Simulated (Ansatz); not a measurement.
## Al$_{16}$HO: molecular dynamics (part 1 of 3)

The run: molecular dynamics of Al$_{16}$HO (slab, 18 atoms in the cell). Method and program: DFT PBE, scalar-relativistic, plane waves, PAW, PAW set soft_1 (Ansatz 0.2.0).

The run did not end well. One setting was made poor on purpose. The input holds or restrains some coordinates. It belongs to a series of runs on one base structure; here: dynamics from the start. Figures and captions count atoms from 1; the log counts them from 0 in places.

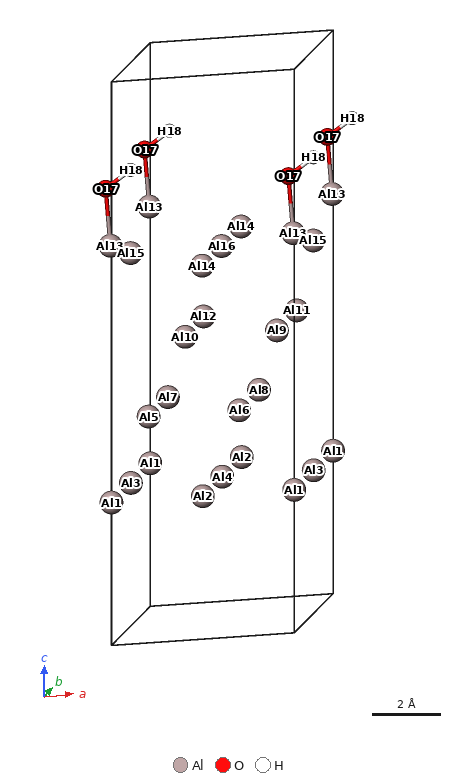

Fig. 1: The starting structure (ball-and-stick view of the cell of the calculation, with the vacuum cut short, seen slightly off an axis; atoms are numbered from 1 in the order of the input). An atom can appear more than once, as a periodic image.

### Input file
```yaml
crystal:
  lattice:
    - [5.727565, 0.0, 0.0]
    - [2.863782, 4.960217, 0.0]
    - [0.0, 0.0, 18.014806]
  atoms:
    - { symbol: Al, position: [0.0, 0.0, 0.0555099] }
    - { symbol: Al, position: [0.5, 0.0, 0.0555099] }
    - { symbol: Al, position: [0.0, 0.5, 0.0555099] }
    - { symbol: Al, position: [0.5, 0.5, 0.0555099] }
    - { symbol: Al, position: [0.16743196, 0.16767987, 0.18597866] }
    - { symbol: Al, position: [0.663581, 0.16821989, 0.18588421] }
    - { symbol: Al, position: [0.16749511, 0.66482752, 0.18596988] }
    - { symbol: Al, position: [0.66540358, 0.66732146, 0.18750258] }
    - { symbol: Al, position: [-0.16408676, 0.32678731, 0.30668214] }
    - { symbol: Al, position: [0.33271083, 0.33361353, 0.30618115] }
    - { symbol: Al, position: [-0.16403468, 0.83731317, 0.30666675] }
    - { symbol: Al, position: [0.32583723, 0.83708168, 0.30733948] }
    - { symbol: Al, position: [-0.00602847, 0.00312629, 0.48895417] }
    - { symbol: Al, position: [0.49636014, 0.00139369, 0.44472661] }
    - { symbol: Al, position: [-0.00187627, 0.50098281, 0.44351395] }
    - { symbol: Al, position: [0.49631237, 0.50228692, 0.44473777] }
    - { symbol: O, position: [-0.03529425, 0.01732782, 0.58489689] }
    - { symbol: H, position: [0.11686399, -0.05745813, 0.61842461] }
basis:
  ecutwfc: 420.0
kpoints:
  mp_grid: { grid: [2, 2, 1] }
hamiltonian:
  xc: pbe
  pseudopotentials: { kind: paw, azcp: { folder: soft_1 } }
scf:
  occupations: { method: fermi_dirac, width: 0.15 }
  lower_state_search: "off"
  max_iter: 91
md:
  timestep: 3.0
  n_steps: 140
  ensemble: nve
  temperature: 1000.0
  initial_velocities: maxwell_boltzmann
  seed: 328868
  constraints: [{ sites: [0, 1, 2, 3] }]
```

Run on 1 thread of Intel Xeon (Sapphire Rapids), 16 GiB of memory available, shared host.

Run as:
```bash
ansatz run input.yaml --threads 1 --pin off --max-ram 3072MiB --backend cpu --events-out ev --progress --plain --runs-dir out
```

### Output
```
Warning: md: disabling space-group detection — thermal motion breaks the input geometry's symmetry, so no spatial operation reduces the k-mesh or symmetrises the density; time reversal is kept, so that k and −k are solved as one point where they differ and the mesh holds both, and exact exchange and, on two spinor components, a DFT+U term hold to it where the run has them: on two components no moment then forms, and a state that bears one, which a typed moment (crystal.atoms[].spin; refused beside efield: under a hybrid functional) reaches, can lie lower, under hf by electronvolts; crystal.symmetry.detect: false (a key that needs symmetry detection or time reversal refuses this as the deck is read) with time_reversal: false beside it drops time reversal too
band count auto-derived: 48 (N_el = 55.0; filled up to band 28; 46 by the electrons, moments and atoms)
Engine: ansatz 0.2.0, x86_64-unknown-linux-gnu
Pseudopotentials: kind: paw
Pseudopotential: Al, paw, valence charge 3, recommended cutoff 420 eV (normal), [file]
Pseudopotential: O, paw, valence charge 6, recommended cutoff 420 eV (normal), [file]
Pseudopotential: H, paw, valence charge 1, recommended cutoff 420 eV (normal), [file]
Functional definition: PBE
  parameter kappa = 0.804
  parameter beta = 0.06672455060314922
  exchange = pbe_x(kappa = kappa, mu = beta*pi^2/3)
  correlation = pbe_c(beta = beta)
Crystal: 18 atoms, lattice volume = 511.800 Å³
Basis set: ecut = 420 eV, 10105 PW (Γ), exchange–correlation on 80×80×250 points (8 copies of the dense FFT grid, shifted against one another)
Bands: 48, of which v1, the nominal top of the filled ones, is band 28 counted from 1 (27 counted from 0)
Symmetry: 1 space group operations
k-points: 4
Non-local potential: Al, projectors of the file, l = 0: 2, l = 1: 2, l = 2: 1
Non-local potential: O, projectors of the file, l = 0: 2, l = 1: 2, l = 2: 1
Non-local potential: H, projectors of the file, l = 0: 2, l = 1: 1
PAW form: soft (Blöchl's): semilocal exchange-correlation on the pseudo side does not see the compensation charge
PAW one-centre angular grid: Al, 110 points (default); XC on 64 Gauss nodes
PAW one-centre angular grid: O, 110 points (default); XC on 64 Gauss nodes
PAW one-centre angular grid: H, 110 points (default); XC on 64 Gauss nodes
Initial density: superposition of atomic densities (neutral atoms: chi_scale 0, normalization atom)
Initial wavefunctions: pseudopotential atomic-orbital guess
Functional: x = pbe(κ = 0.804, μ = 0.2195149727645171), c = pbe(β = 0.06672455060314922)
SCF iter   1: F=—  HF=-9185.147829 eV  |F-HF|=—  |Δ(HF+E_count)|=         —  Δρ=4.34e-2  dr2=3.19e1  ethr=3.10e-3  ⟨swp⟩=9.0  Hψ=1182  notcnv=0  defer=1
preconditioner: auto → LDOS  [metal: Δε(μ)=0.100 eV  Ē_g=7.246 eV  σ=0.150 eV  W_gap=0.16  n_scr=52 (ndim 8)  ℏωp=11.9 eV  f_vac=0.281  D(μ)=7.96/eV (n_scr^D=50)  β→1.0]
SCF iter   2: F=—  HF=-9185.934053 eV  |F-HF|=—  |Δ(HF+E_count)|=   7.86e-1  Δρ=9.20e-2  dr2=7.06e1  ethr=3.10e-3  ⟨swp⟩=6.8  Hψ=776  notcnv=0  defer=3
SCF iter   3: F=—  HF=-9180.017332 eV  |F-HF|=—  |Δ(HF+E_count)|=    5.92e0  Δρ=1.32e-2  dr2=9.62e-1  ethr=3.10e-3  ⟨swp⟩=5.5  Hψ=720  notcnv=0  defer=1
SCF iter   4: F=—  HF=-9179.919066 eV  |F-HF|=—  |Δ(HF+E_count)|=   9.83e-2  Δρ=3.88e-3  dr2=8.72e-1  ethr=1.75e-3  ⟨swp⟩=3.8  Hψ=434  notcnv=0  defer=1
SCF iter   5: F=—  HF=-9179.882809 eV  |F-HF|=—  |Δ(HF+E_count)|=   3.63e-2  Δρ=3.38e-3  dr2=3.15e-1  ethr=1.58e-3  ⟨swp⟩=1.2  Hψ=193  notcnv=0  defer=1
SCF iter   6: F=—  HF=-9179.865074 eV  |F-HF|=—  |Δ(HF+E_count)|=   1.77e-2  Δρ=2.95e-3  dr2=1.57e-1  ethr=5.73e-4  ⟨swp⟩=1.0  Hψ=191  notcnv=0  defer=1
SCF iter   7: F=—  HF=-9179.837574 eV  |F-HF|=—  |Δ(HF+E_count)|=   2.75e-2  Δρ=9.32e-4  dr2=1.86e-2  ethr=2.86e-4  ⟨swp⟩=2.0  Hψ=206  notcnv=0  defer=1
SCF iter   8: F=—  HF=-9179.833070 eV  |F-HF|=—  |Δ(HF+E_count)|=   4.50e-3  Δρ=3.65e-4  dr2=9.67e-4  ethr=3.39e-5  ⟨swp⟩=4.2  Hψ=505  notcnv=0  defer=1
SCF iter   9: F=—  HF=-9179.832900 eV  |F-HF|=—  |Δ(HF+E_count)|=   1.71e-4  Δρ=1.32e-4  dr2=2.27e-4  ethr=1.76e-6  ⟨swp⟩=2.0  Hψ=305  notcnv=0  defer=1
SCF iter  10: F=—  HF=-9179.832863 eV  |F-HF|=—  |Δ(HF+E_count)|=   3.70e-5  Δρ=2.40e-5  dr2=9.74e-6  ethr=4.13e-7  ⟨swp⟩=2.0  Hψ=280  notcnv=0  defer=1
SCF iter  11: F=—  HF=-9179.832717 eV  |F-HF|=—  |Δ(HF+E_count)|=   1.45e-4  Δρ=5.52e-6  dr2=3.46e-7  ethr=1.77e-8  ⟨swp⟩=2.2  Hψ=329  notcnv=0  defer=1
SCF iter  12: F=—  HF=-9179.832717 eV  |F-HF|=—  |Δ(HF+E_count)|=   3.79e-8  Δρ=1.84e-6  dr2=6.30e-8  ethr=6.28e-10  ⟨swp⟩=2.5  Hψ=312  notcnv=0  defer=1
SCF iter  13: F=-9179.832717 eV  HF=-9179.832717 eV  |F-HF|=1.83e-9  |Δ(HF+E_count)|=   6.03e-9  Δρ=3.87e-7  dr2=2.50e-9  ethr=3.27e-11  ⟨swp⟩=5.0  Hψ=608  notcnv=0
SCF 1 converged in 13 iterations: F = -9179.832717 eV  dr2 = 2.50e-9
  greatest PAW one-centre occupation: 0.863 electrons in one spin orbital (limit 2), on the O atom at site 16 (counted from 0), in its partial waves of l = 0
md step     0: t =     0.00 fs  T =  1000.0 K  F+E_penalty+E_count = -9179.83271725 eV  E_kin = 1.809640 eV  conserved = -9178.02307727 eV  (13 SCF iters)
Initial density: handed on by an earlier stage of this run
Initial wavefunctions: those handed on with the density
iter 1 solved again at ethr=7.16e-5 eV; its pass at ethr=3.10e-3 eV (dr2=3.94e-2 eV) is discarded
SCF iter   1: F=—  HF=-9179.794227 eV  |F-HF|=—  |Δ(HF+E_count)|=         —  Δρ=2.73e-3  dr2=4.05e-2  ethr=7.16e-5  ⟨swp⟩=2.2  Hψ=1189  notcnv=0
preconditioner: auto → LDOS  [metal: Δε(μ)=0.021 eV  Ē_g=6.695 eV  σ=0.150 eV  W_gap=0.04  n_scr=52 (ndim 8)  ℏωp=11.9 eV  f_vac=0.311  D(μ)=6.96/eV (n_scr^D=38)  β→1.0]
SCF iter   2: F=—  HF=-9179.799476 eV  |F-HF|=—  |Δ(HF+E_count)|=   5.25e-3  Δρ=1.48e-3  dr2=5.56e-2  ethr=7.16e-5  ⟨swp⟩=2.0  Hψ=312  notcnv=0
SCF iter   3: F=—  HF=-9179.793115 eV  |F-HF|=—  |Δ(HF+E_count)|=   6.36e-3  Δρ=4.05e-4  dr2=7.11e-3  ethr=7.16e-5  ⟨swp⟩=2.8  Hψ=304  notcnv=0
SCF iter   4: F=—  HF=-9179.792745 eV  |F-HF|=—  |Δ(HF+E_count)|=   3.70e-4  Δρ=1.60e-4  dr2=2.74e-4  ethr=1.29e-5  ⟨swp⟩=1.0  Hψ=192  notcnv=0
SCF iter   5: F=—  HF=-9179.792693 eV  |F-HF|=—  |Δ(HF+E_count)|=   5.14e-5  Δρ=2.73e-5  dr2=1.77e-5  ethr=4.99e-7  ⟨swp⟩=2.0  Hψ=327  notcnv=0
SCF iter   6: F=—  HF=-9179.792531 eV  |F-HF|=—  |Δ(HF+E_count)|=   1.63e-4  Δρ=1.14e-5  dr2=2.73e-6  ethr=3.22e-8  ⟨swp⟩=2.0  Hψ=281  notcnv=0
SCF iter   7: F=—  HF=-9179.792531 eV  |F-HF|=—  |Δ(HF+E_count)|=   4.52e-8  Δρ=3.86e-6  dr2=4.51e-7  ethr=4.97e-9  ⟨swp⟩=2.5  Hψ=299  notcnv=0
SCF iter   8: F=—  HF=-9179.792531 eV  |F-HF|=—  |Δ(HF+E_count)|=   2.43e-8  Δρ=9.68e-7  dr2=2.32e-8  ethr=8.20e-10  ⟨swp⟩=1.2  Hψ=209  notcnv=0
SCF iter   9: F=-9179.792531 eV  HF=-9179.792531 eV  |F-HF|=2.80e-10  |Δ(HF+E_count)|=  1.27e-11  Δρ=2.56e-7  dr2=6.04e-10  ethr=3.27e-11  ⟨swp⟩=5.0  Hψ=566  notcnv=0
SCF 2 converged in 9 iterations: F = -9179.792531 eV  dr2 = 6.04e-10
  greatest PAW one-centre occupation: 0.866 electrons in one spin orbital (limit 2), on the O atom at site 16 (counted from 0), in its partial waves of l = 0
[...]
md step     1: t =     3.00 fs  T =   982.3 K  F+E_penalty+E_count = -9179.79253055 eV  E_kin = 1.777601 eV  conserved = -9178.01492986 eV  (9 SCF iters)
[... from here on the SCF iterations and repeated set-up lines of each step are left out, up to the last step ...]
md step     2: t =     6.00 fs  T =   925.0 K  F+E_penalty+E_count = -9179.64770877 eV  E_kin = 1.673877 eV  conserved = -9177.97383195 eV  (8 SCF iters)
md step     3: t =     9.00 fs  T =   861.5 K  F+E_penalty+E_count = -9179.43564425 eV  E_kin = 1.559020 eV  conserved = -9177.87662423 eV  (9 SCF iters)
md step     4: t =    12.00 fs  T =   765.8 K  F+E_penalty+E_count = -9178.87295067 eV  E_kin = 1.385834 eV  conserved = -9177.48711641 eV  (9 SCF iters)
md step     5: t =    15.00 fs  T =   768.1 K  F+E_penalty+E_count = -9179.24899472 eV  E_kin = 1.389977 eV  conserved = -9177.85901758 eV  (8 SCF iters)
md step     6: t =    18.00 fs  T =  1241.8 K  F+E_penalty+E_count = -9178.26158920 eV  E_kin = 2.247174 eV  conserved = -9176.01441527 eV  (9 SCF iters)
md step     7: t =    21.00 fs  T =  3247.4 K  F+E_penalty+E_count = -9175.19078434 eV  E_kin = 5.876543 eV  conserved = -9169.31424162 eV  (14 SCF iters)
md step     8: t =    24.00 fs  T =  2453.2 K  F+E_penalty+E_count = -9174.03689567 eV  E_kin = 4.439436 eV  conserved = -9169.59745939 eV  (13 SCF iters)
md step     9: t =    27.00 fs  T =  2298.0 K  F+E_penalty+E_count = -9173.80031984 eV  E_kin = 4.158643 eV  conserved = -9169.64167727 eV  (13 SCF iters)
md step    10: t =    30.00 fs  T =  2281.0 K  F+E_penalty+E_count = -9173.77942115 eV  E_kin = 4.127817 eV  conserved = -9169.65160396 eV  (11 SCF iters)
md step    11: t =    33.00 fs  T =  2300.1 K  F+E_penalty+E_count = -9173.81703902 eV  E_kin = 4.162414 eV  conserved = -9169.65462497 eV  (10 SCF iters)
md step    12: t =    36.00 fs  T =  2326.3 K  F+E_penalty+E_count = -9173.86450881 eV  E_kin = 4.209776 eV  conserved = -9169.65473313 eV  (9 SCF iters)
md step    13: t =    39.00 fs  T =  2357.9 K  F+E_penalty+E_count = -9173.91949540 eV  E_kin = 4.266998 eV  conserved = -9169.65249699 eV  (10 SCF iters)
md step    14: t =    42.00 fs  T =  2409.9 K  F+E_penalty+E_count = -9174.01251411 eV  E_kin = 4.361047 eV  conserved = -9169.65146679 eV  (10 SCF iters)
md step    15: t =    45.00 fs  T =  2487.8 K  F+E_penalty+E_count = -9174.15561614 eV  E_kin = 4.501981 eV  conserved = -9169.65363468 eV  (12 SCF iters)
md step    16: t =    48.00 fs  T =  2575.7 K  F+E_penalty+E_count = -9174.31602481 eV  E_kin = 4.661141 eV  conserved = -9169.65488385 eV  (10 SCF iters)
md step    17: t =    51.00 fs  T =  2664.1 K  F+E_penalty+E_count = -9174.47196897 eV  E_kin = 4.821036 eV  conserved = -9169.65093300 eV  (11 SCF iters)
md step    18: t =    54.00 fs  T =  2788.9 K  F+E_penalty+E_count = -9174.68202983 eV  E_kin = 5.046886 eV  conserved = -9169.63514389 eV  (12 SCF iters)
md step    19: t =    57.00 fs  T =  3057.3 K  F+E_penalty+E_count = -9175.14806762 eV  E_kin = 5.532598 eV  conserved = -9169.61546998 eV  (10 SCF iters)
md step    20: t =    60.00 fs  T =  3535.7 K  F+E_penalty+E_count = -9176.06536611 eV  E_kin = 6.398328 eV  conserved = -9169.66703787 eV  (9 SCF iters)
md step    21: t =    63.00 fs  T =  3951.2 K  F+E_penalty+E_count = -9176.87983825 eV  E_kin = 7.150190 eV  conserved = -9169.72964836 eV  (8 SCF iters)
md step    22: t =    66.00 fs  T =  3468.2 K  F+E_penalty+E_count = -9176.61096576 eV  E_kin = 6.276146 eV  conserved = -9170.33481948 eV  (9 SCF iters)
md step    23: t =    69.00 fs  T =  3774.5 K  F+E_penalty+E_count = -9174.36510391 eV  E_kin = 6.830531 eV  conserved = -9167.53457296 eV  (10 SCF iters)
md step    24: t =    72.00 fs  T = 16017.1 K  F+E_penalty+E_count = -9165.32459330 eV  E_kin = 28.985271 eV  conserved = -9136.33932204 eV  (10 SCF iters)
md step    25: t =    75.00 fs  T = 64139.8 K  F+E_penalty+E_count = -9172.06791312 eV  E_kin = 116.069952 eV  conserved = -9055.99796073 eV  (21 SCF iters)
md step    26: t =    78.00 fs  T = 43847.4 K  F+E_penalty+E_count = -9161.69349224 eV  E_kin = 79.348005 eV  conserved = -9082.34548713 eV  (10 SCF iters)
md step    27: t =    81.00 fs  T = 61430.3 K  F+E_penalty+E_count = -9176.71710324 eV  E_kin = 111.166815 eV  conserved = -9065.55028813 eV  (10 SCF iters)
md step    28: t =    84.00 fs  T = 60662.2 K  F+E_penalty+E_count = -9176.75896125 eV  E_kin = 109.776653 eV  conserved = -9066.98230828 eV  (9 SCF iters)
md step    29: t =    87.00 fs  T = 60519.6 K  F+E_penalty+E_count = -9176.73378971 eV  E_kin = 109.518723 eV  conserved = -9067.21506701 eV  (10 SCF iters)
md step    30: t =    90.00 fs  T = 60666.2 K  F+E_penalty+E_count = -9176.40017289 eV  E_kin = 109.783974 eV  conserved = -9066.61619851 eV  (9 SCF iters)
md step    31: t =    93.00 fs  T = 60281.5 K  F+E_penalty+E_count = -9175.81799489 eV  E_kin = 109.087733 eV  conserved = -9066.73026227 eV  (10 SCF iters)
md step    32: t =    96.00 fs  T = 53944.7 K  F+E_penalty+E_count = -9171.68280292 eV  E_kin = 97.620555 eV  conserved = -9074.06224776 eV  (9 SCF iters)
md step    33: t =    99.00 fs  T = 48430.5 K  F+E_penalty+E_count = -9172.22423736 eV  E_kin = 87.641701 eV  conserved = -9084.58253625 eV  (10 SCF iters)
md step    34: t =   102.00 fs  T = 48006.8 K  F+E_penalty+E_count = -9176.22345971 eV  E_kin = 86.874943 eV  conserved = -9089.34851683 eV  (10 SCF iters)
md step    35: t =   105.00 fs  T = 50014.4 K  F+E_penalty+E_count = -9176.07919569 eV  E_kin = 90.508099 eV  conserved = -9085.57109663 eV  (10 SCF iters)
md step    36: t =   108.00 fs  T = 52301.2 K  F+E_penalty+E_count = -9176.55023796 eV  E_kin = 94.646355 eV  conserved = -9081.90388256 eV  (9 SCF iters)
md step    37: t =   111.00 fs  T = 52773.2 K  F+E_penalty+E_count = -9176.49281792 eV  E_kin = 95.500464 eV  conserved = -9080.99235382 eV  (10 SCF iters)
md step    38: t =   114.00 fs  T = 44648.8 K  F+E_penalty+E_count = -9173.20835935 eV  E_kin = 80.798286 eV  conserved = -9092.41007357 eV  (9 SCF iters)
md step    39: t =   117.00 fs  T = 38339.0 K  F+E_penalty+E_count = -9175.43131191 eV  E_kin = 69.379702 eV  conserved = -9106.05161033 eV  (10 SCF iters)
md step    40: t =   120.00 fs  T = 38016.0 K  F+E_penalty+E_count = -9175.34026191 eV  E_kin = 68.795303 eV  conserved = -9106.54495859 eV  (9 SCF iters)
md step    41: t =   123.00 fs  T = 36603.8 K  F+E_penalty+E_count = -9175.11015206 eV  E_kin = 66.239610 eV  conserved = -9108.87054207 eV  (9 SCF iters)
md step    42: t =   126.00 fs  T = 34960.2 K  F+E_penalty+E_count = -9173.62680677 eV  E_kin = 63.265348 eV  conserved = -9110.36145873 eV  (10 SCF iters)
md step    43: t =   129.00 fs  T = 33507.1 K  F+E_penalty+E_count = -9174.41393998 eV  E_kin = 60.635876 eV  conserved = -9113.77806402 eV  (10 SCF iters)
md step    44: t =   132.00 fs  T = 29002.0 K  F+E_penalty+E_count = -9172.68204619 eV  E_kin = 52.483155 eV  conserved = -9120.19889120 eV  (9 SCF iters)
md step    45: t =   135.00 fs  T = 17717.5 K  F+E_penalty+E_count = -9169.32513717 eV  E_kin = 32.062379 eV  conserved = -9137.26275841 eV  (10 SCF iters)
```
